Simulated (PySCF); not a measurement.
# What a change does: NMR shielding calculation on C5H8O2Si

System: C5H8O2Si.
Method of run 1: GIAO X3LYP/pcSseg-1 NMR shielding, non-relativistic, gas phase (PySCF 2.14.0).

The geometry comes from this level: GFN2-xTB. Text and figures count atoms from 1; the logs count them from 0 in places.

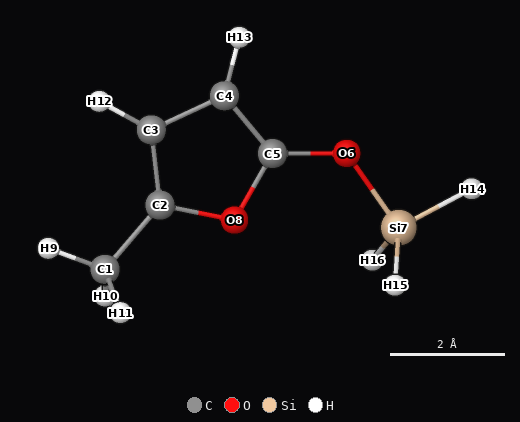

The input geometry (ball-and-stick view, seen at a tilt; atoms are numbered from 1 in the order of the input).

Input file, run 1:
```
{"job": {"kind": "nmr", "xc": "X3LYP", "basis": "pcSseg-1", "pop": false, "scf": {"conv": 1e-06}}, "charge": 0, "multiplicity": 1}
C     -2.445390    -0.812107    -0.240729
C     -1.311307     0.138900    -0.105636
C     -1.258286     1.494806    -0.047419
C      0.112046     1.852498     0.083950
C      0.793637     0.676370     0.096960
O      2.091821     0.431868     0.199033
Si     2.800873    -1.048968     0.193384
O     -0.048642    -0.371491    -0.016672
H     -3.375429    -0.257368    -0.316468
H     -2.323451    -1.428788    -1.130447
H     -2.493708    -1.475065     0.622450
H     -2.088891     2.169012    -0.091841
H      0.528221     2.834787     0.157149
H      4.177696    -0.604944     0.336267
H      2.311969    -1.851543     1.314157
H      2.521243    -1.739021    -1.065549
```

The first line tells a small driver script what to run in PySCF; the rest is the geometry in Å.

Launched with:
```bash
OMP_NUM_THREADS=1 python <driver script> task.json out
```

Hardware: 1 CPU thread, shared host.

Output (run 1):
```
final grid: 133360 points
cycle   1  E = -634.9511142298  dE =  1.464e+00  |g| = 8.202e-01  |ddm| = 3.814e+00
cycle   2  E = -634.8398080521  dE =  1.113e-01  |g| = 1.140e+00  |ddm| = 1.348e+00
cycle   3  E = -635.0736415914  dE = -2.338e-01  |g| = 1.145e-01  |ddm| = 8.310e-01
cycle   4  E = -635.0756890038  dE = -2.047e-03  |g| = 5.479e-02  |ddm| = 1.185e-01
cycle   5  E = -635.0762412269  dE = -5.522e-04  |g| = 1.789e-02  |ddm| = 4.833e-02
cycle   6  E = -635.0763053341  dE = -6.411e-05  |g| = 3.760e-03  |ddm| = 1.584e-02
cycle   7  E = -635.0763080475  dE = -2.713e-06  |g| = 1.439e-03  |ddm| = 4.136e-03
cycle   8  E = -635.0763085480  dE = -5.005e-07  |g| = 3.237e-04  |ddm| = 1.516e-03
converged SCF energy = -635.0763085480

GIAO shielding tensors (ppm)
atom      isotropic    diamagn.    paramagn.     s11        s22        s33       span
  0 C      165.756     244.421     -78.665    155.253    156.362    185.652     30.399
  1 C       34.948     255.897    -220.949    -39.501     52.658     91.688    131.189
  2 C       66.060     254.804    -188.745    -19.071     70.772    146.478    165.549
  3 C       90.848     254.387    -163.539     33.245     84.255    155.043    121.798
  4 C       17.413     254.658    -237.245    -55.052     44.090     63.200    118.252
  5 O      245.716     394.658    -148.942    165.222    271.123    300.802    135.579
  6 Si     381.376     879.738    -498.362    348.059    349.062    447.006     98.947
  7 O       44.541     406.188    -361.647    -49.714     -7.761    191.098    240.812
  8 H       29.699      27.510       2.189     25.238     28.730     35.128      9.890
  9 H       29.396      28.621       0.775     25.073     27.660     35.454     10.381
 10 H       29.387      28.552       0.835     25.095     27.569     35.496     10.401
 11 H       25.696      33.111      -7.415     23.608     26.094     27.385      3.777
 12 H       26.437      32.293      -5.855     23.324     27.017     28.971      5.648
 13 H       27.054      28.841      -1.787     23.180     25.732     32.250      9.070
 14 H       26.761      30.081      -3.320     23.726     25.261     31.294      7.568
 15 H       26.767      30.073      -3.306     23.744     25.244     31.313      7.569
```

For run 2 the input was changed thus:
```diff
-"xc": "X3LYP"
+"xc": "PBE0"
-"pop": false
-"scf": {"conv": 1e-06}
```

What does this change do to the results?

The total energies belong to different methods, so their difference says nothing on which is more stable or more accurate. The HOMO goes from −5.59 to −5.76 eV. The LUMO goes from 0.10 to 0.23 eV. The dipole moment goes from 1.08 to 1.12 D. Of all shieldings, the largest change is that of C5, by +7.0 ppm. The functional changes from X3LYP to PBE0. The SCF takes 14 iterations against 8.

Output (run 2):
```
coarse grid: 14192 points
cycle   1  E = -634.5526154691  dE =  1.496e+00  |g| = 7.357e-01  |ddm| = 3.796e+00
cycle   2  E = -634.4840071253  dE =  6.861e-02  |g| = 9.679e-01  |ddm| = 1.163e+00
cycle   3  E = -634.6540383960  dE = -1.700e-01  |g| = 9.728e-02  |ddm| = 6.943e-01
cycle   4  E = -634.6555386223  dE = -1.500e-03  |g| = 4.770e-02  |ddm| = 1.038e-01
cycle   5  E = -634.6559430265  dE = -4.044e-04  |g| = 1.561e-02  |ddm| = 4.049e-02
cycle   6  E = -634.6559903461  dE = -4.732e-05  |g| = 3.383e-03  |ddm| = 1.336e-02
cycle   7  E = -634.6559925726  dE = -2.226e-06  |g| = 1.321e-03  |ddm| = 3.861e-03
final grid: 133360 points
cycle   8  E = -634.7236170113  dE = -1.633e-05  |g| = 1.404e-02  |ddm| = 2.996e-02
cycle   9  E = -634.7235524493  dE =  6.456e-05  |g| = 2.297e-02  |ddm| = 2.396e-02
cycle  10  E = -634.7236525201  dE = -1.001e-04  |g| = 2.146e-03  |ddm| = 1.677e-02
cycle  11  E = -634.7236536516  dE = -1.132e-06  |g| = 3.473e-04  |ddm| = 2.134e-03
cycle  12  E = -634.7236536722  dE = -2.060e-08  |g| = 1.342e-04  |ddm| = 3.427e-04
cycle  13  E = -634.7236536757  dE = -3.454e-09  |g| = 4.597e-05  |ddm| = 1.235e-04
cycle  14  E = -634.7236536761  dE = -4.043e-10  |g| = 1.398e-05  |ddm| = 4.408e-05
converged SCF energy = -634.7236536761

GIAO shielding tensors (ppm)
atom      isotropic    diamagn.    paramagn.     s11        s22        s33       span
  0 C      170.568     244.719     -74.152    160.116    161.671    189.915     29.799
  1 C       41.674     256.057    -214.382    -31.839     59.579     97.283    129.121
  2 C       71.379     255.387    -184.007    -12.556     75.391    151.302    163.858
  3 C       96.105     254.699    -158.593     39.475     88.924    159.916    120.440
  4 C       24.373     254.310    -229.937    -46.527     51.031     68.615    115.142
  5 O      250.669     393.841    -143.172    169.687    276.339    305.981    136.293
  6 Si     388.042     879.966    -491.924    353.773    355.603    454.748    100.975
  7 O       48.252     405.242    -356.990    -46.404     -2.736    193.896    240.300
  8 H       29.582      27.534       2.048     24.957     28.492     35.298     10.341
  9 H       29.307      28.286       1.021     24.824     27.487     35.610     10.786
 10 H       29.299      28.225       1.074     24.848     27.398     35.652     10.804
 11 H       25.512      33.084      -7.571     23.302     25.981     27.253      3.951
 12 H       26.275      32.184      -5.909     23.018     26.744     29.064      6.047
 13 H       26.853      28.671      -1.818     22.956     25.514     32.088      9.131
 14 H       26.578      29.819      -3.241     23.495     25.079     31.160      7.665
 15 H       26.584      29.811      -3.227     23.513     25.061     31.179      7.666
```

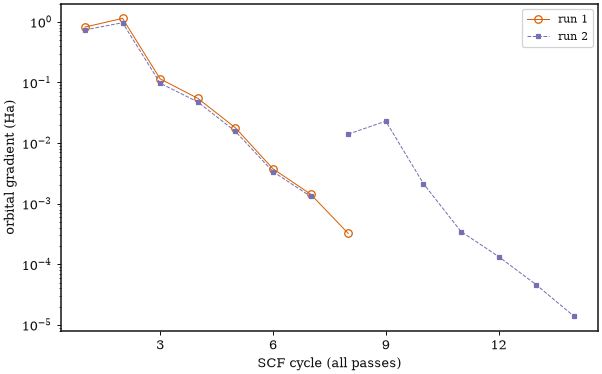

Convergence of the two runs: orbital gradient against the SCF cycle. A break in a curve parts two SCF passes (coarse and final grid). Run 1 takes 8 cycles in all, and run 2 takes 14.

The two runs side by side:

```csv
quantity,run 1,run 2
outcome,converged,converged
total energy (hartree),−635.076309,−634.723654
HOMO (eV),−5.59,−5.76
LUMO (eV),0.10,0.23
dipole moment (D),1.08,1.12
shielding of C1 (ppm),165.8,170.6
shielding of C2 (ppm),34.9,41.7
shielding of C3 (ppm),66.1,71.4
shielding of C4 (ppm),90.8,96.1
shielding of C5 (ppm),17.4,24.4
shielding of O6 (ppm),245.7,250.7
shielding of Si7 (ppm),381.4,388.0
SCF iterations,8,14
basis functions,183,183
wall time (shared host),21 s,24 s
```
